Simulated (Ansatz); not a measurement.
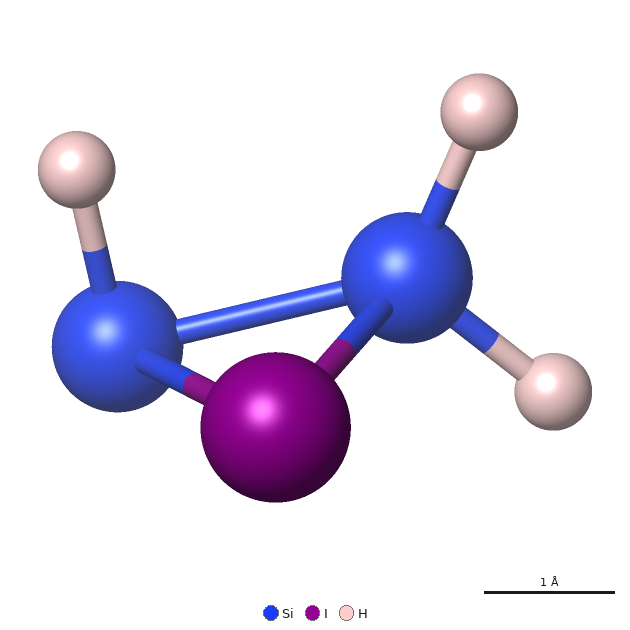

The picture shows the input geometry.

Input file:

```yaml
crystal:
  periodic: [false, false, false]
  atoms:
    - {symbol: Si, position_ang: [-0.032632, 0.011970, -1.247327]}
    - {symbol: Si, position_ang: [0.249136, 0.171002, 1.063640]}
    - {symbol: I, position_ang: [1.700978, -1.681962, 0.105733]}
    - {symbol: H, position_ang: [-1.138331, -0.991390, -0.934190]}
    - {symbol: H, position_ang: [-0.567752, -0.469606, 2.128757]}
    - {symbol: H, position_ang: [1.218055, 1.095170, 1.709286]}
basis:
  gaussian: {orbitals: def2-TZVPP}
correlation: {method: ccsd_t}
```

Command:

```sh
ansatz run in.yaml --threads 2 --pin off --events-out ev --progress --plain --max-ram 4352MiB
```

Result:

```
Functional definition: HF
  name "HF"
  cite "Fock, Z. Phys. 61, 126 (1930) doi:10.1007/BF01340294"
  parent pbe
  exchange = exact_x
  correlation = 0
1195 factors; integrals over basis functions are off by at most 1.1e-3 eV
mean field evaluation 1: about -23843.2717 eV, gradient 1.2e1 eV
mean field evaluation 2: about -23843.4721 eV, gradient 1.2e1 eV
mean field evaluation 4: about -23844.3650 eV, gradient 2.8e0 eV
mean field evaluation 8: about -23844.3892 eV, gradient 2.0e-1 eV
mean field evaluation 16: about -23844.3897 eV, gradient 3.1e-6 eV
mean field -23844.38971491 eV, -876.2651597152 hartree, gradient 3.1e-6 eV, S^2 0.000000; 0 other end points of the search recorded, 0 dependent functions left out
14 core orbitals not correlated: weight in the atoms' cores, before any rotation towards them, 1.000 or more for the frozen orbitals, at most 0.000 for the correlated occupied ones
reference -23844.38971491 eV, -876.2651597152 hartree; 14, 14 occupied and 148, 148 virtual orbitals, 1195 factors
second order -20.00285756 eV of doubles, -0.00000000 eV of singles
cycle   1  -19.42757863 eV  change    5.8e-1 eV  update   1.0e-1
cycle   2  -20.04074029 eV  change   -6.1e-1 eV  update   3.2e-2
cycle   3  -20.09729936 eV  change   -5.7e-2 eV  update   1.6e-2
cycle   4  -20.07091937 eV  change    2.6e-2 eV  update   4.2e-3
cycle   5  -20.07306362 eV  change   -2.1e-3 eV  update   2.1e-3
cycle   6  -20.07389385 eV  change   -8.3e-4 eV  update   6.3e-4
cycle   7  -20.07311592 eV  change    7.8e-4 eV  update   2.8e-4
cycle   8  -20.07323620 eV  change   -1.2e-4 eV  update   1.3e-4
cycle   9  -20.07331942 eV  change   -8.3e-5 eV  update   5.1e-5
cycle  10  -20.07325430 eV  change    6.5e-5 eV  update   2.2e-5
cycle  11  -20.07328078 eV  change   -2.6e-5 eV  update   9.5e-6
perturbative correction -0.65359805 eV, -0.0240192853 hartree
Total energy: -23865.11659374 eV, -877.0268584628 hartree
```
